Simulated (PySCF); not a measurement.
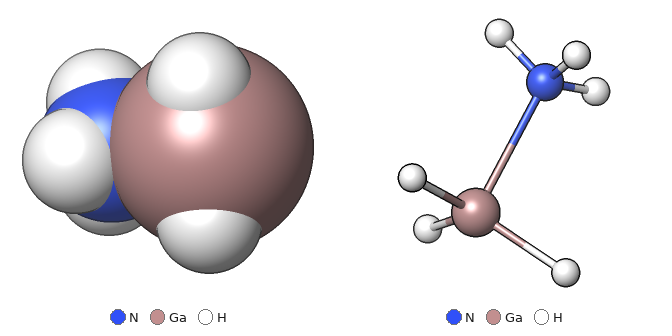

Both panels show the same species.

Describe the molecule.

It has 8 atoms: 1 gallium, 6 hydrogen and 1 nitrogen (GaH6N). SMILES: `[NH3+][GaH3-]`. Coordination: 1 N tetrahedral; 1 Ga tetrahedral.

More results for the same structure follow; atom numbers are the same in all pictures, views and colours differ. The computed structure is the end point of a PBE0-D3(BJ)/def2-SVP optimisation. No frequency run is at hand to confirm it as a minimum.

**Geometry**

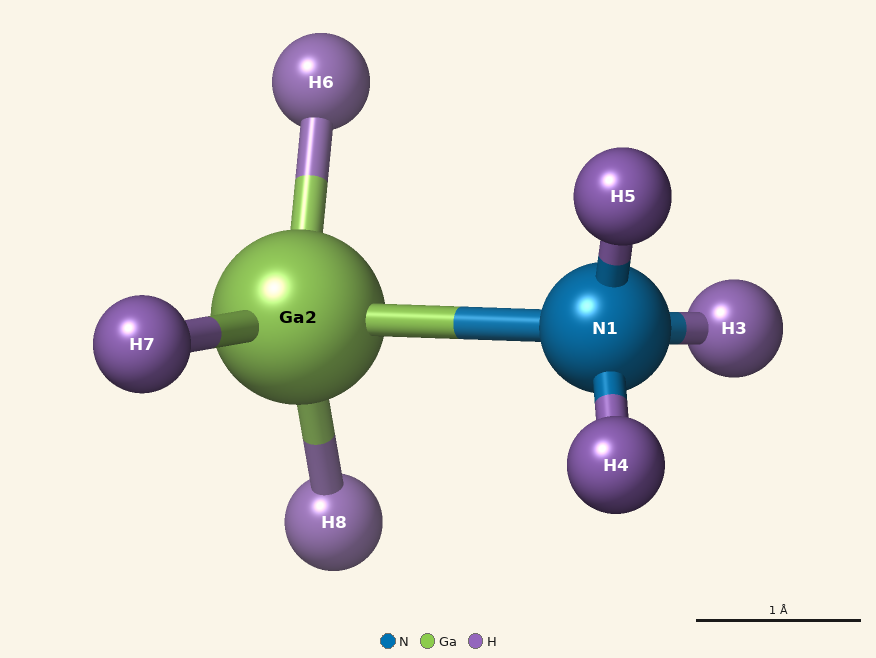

Atoms carry their numbers in the input. No frequency run is at hand to confirm it as a minimum.

Estimate the angles Ga2–N1–H3, H3–N1–H4, N1–Ga2–H6, H6–Ga2–H7.

| angle | degrees |
| --- | --- |
| Ga2–N1–H3 | 111.6 |
| H3–N1–H4 | 107.7 |
| N1–Ga2–H6 | 98.5 |
| H6–Ga2–H7 | 117.9 |

**Spin–spin coupling**

No frequency run is at hand to confirm it as a minimum. Method: B3LYP/pcJ-1 (pcSseg-1 on Ga) indirect spin-spin coupling, non-relativistic, gas phase (PySCF 2.14.0). Isotopes: 1H, 15N.

Give the spin–spin coupling constants of these pairs, with the number of bonds between them: N1/H3, N1/H6, H6/H7, H3/H7.

| pair | bonds apart | J (Hz) |
| --- | --- | --- |
| N1, H3 | 1 | −70.4 |
| N1, H6 | 2 | −5.2 |
| H6, H7 | 2 | 20.7 |
| H3, H7 | 3 | 4.5 |

**Core levels**

No frequency run is at hand to confirm it as a minimum. Level of theory: delta-SCF UKS SCAN, pcX-2 on the ionised atom, pcseg-1 elsewhere, spin-free X2C (PySCF 2.14.0).

Give the core-electron binding energies (to vacuum) of N1 1s.

| atom | level | binding energy (eV) |
| --- | --- | --- |
| N1 | 1s | 407.4 |

**Electronic properties**

No frequency run is at hand to confirm it as a minimum. Method: B3LYP/pcJ-1 (pcSseg-1 on Ga), gas phase (PySCF 2.14.0).

What does the calculation give?

- dipole moment: 5.25 D
- HOMO energy (Kohn–Sham orbital): −7.33 eV
- LUMO energy (Kohn–Sham orbital): −0.34 eV
- HOMO–LUMO gap: 6.99 eV
